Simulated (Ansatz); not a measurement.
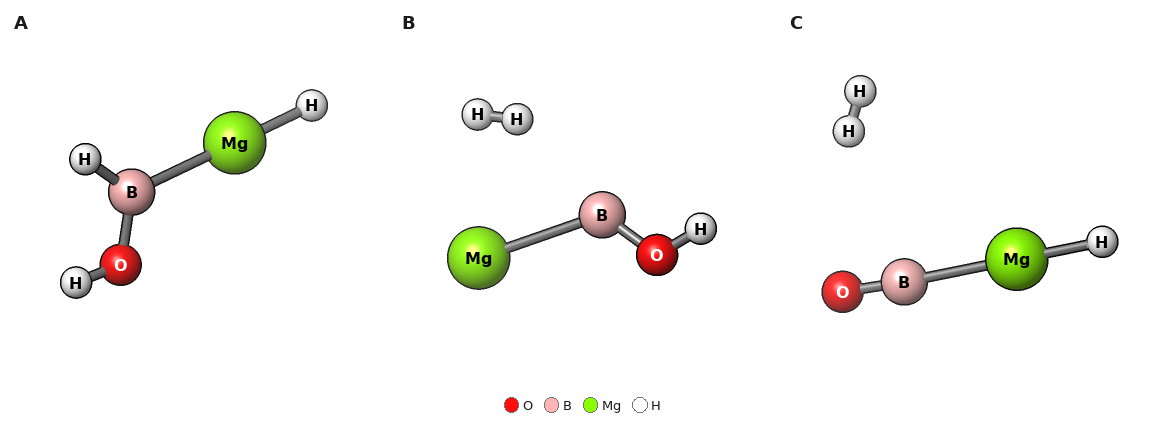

3 stationary structures of one formula. Geometries: PBE-D4/def2-SVP. Electronic energies: PBE-D4/def2-SVP (Ansatz 0.2.0), without zero-point energy. No frequency run is at hand to confirm each as a minimum.

**Which structure is the most stable?**

C is lowest (Cs); A lies 4.5 kcal/mol above it (Cs), B lies 43.6 kcal/mol above it (Cs).
